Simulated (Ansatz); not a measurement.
```xyz
9

Si   -0.7221    1.0694   -0.9423
O     0.4022    0.0911   -0.2213
Si    0.7302   -1.0662    0.9161
H    -1.8037    0.2464   -1.5638
H    -0.0414    1.8725   -1.9960
H    -1.3341    1.9872    0.0660
H     0.4032   -0.5582    2.2830
H     2.1801   -1.3999    0.8440
H    -0.0774   -2.2959    0.6532
```

Theory: Ansatz 0.2.0, RKS PBE0-D4/def2-SVP.

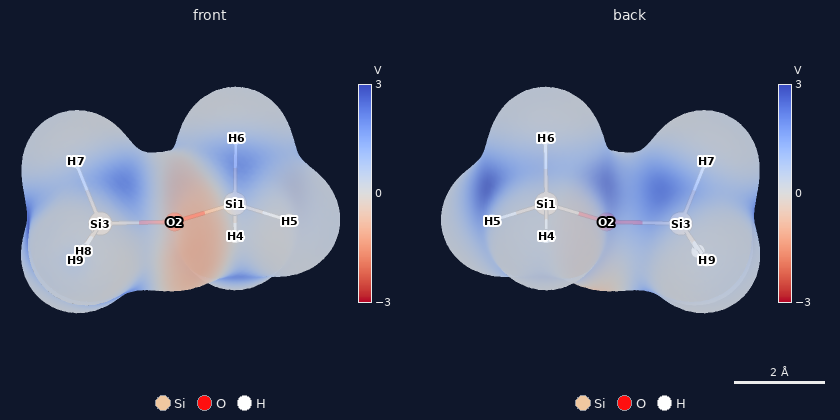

H6OSi2. The electrostatic potential painted on the density surface at 0.004 e/bohr³, seen from the front and from behind; red is negative and blue positive.

> Where is the surface potential most negative and most positive?

The most negative region (about −1.0 V, or −23 kcal/mol for a unit charge) lies over O2, the most positive (about +2.4 V, or +55 kcal/mol for a unit charge) over Si1 and Si3.
